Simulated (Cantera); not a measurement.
Charge: 1 mol CaCO3, 2 mol H2, equilibrated at 0.728 Torr.

Method: chemical equilibrium by Gibbs-energy minimisation in Cantera with the NASA 1993 tables (ideal gas, pure condensed phases). Candidate condensed phases: C, C6H6, C7H8, C8H18, Ca, CaCO3, CaO, Ca(OH)2, H2O; 115 gas species. Kinetics and transport are ignored.

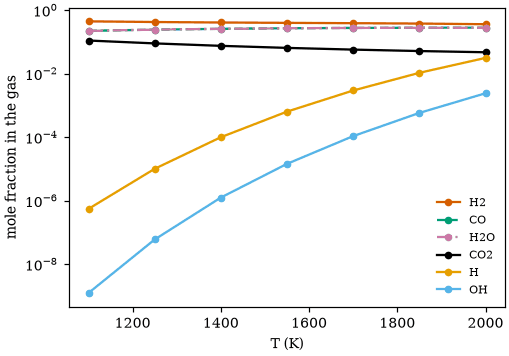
Figure: Equilibrium gas composition (values under 1e-9 drawn at 1e-9)

From 1100 K to 2000 K the condensed part is CaO(s).
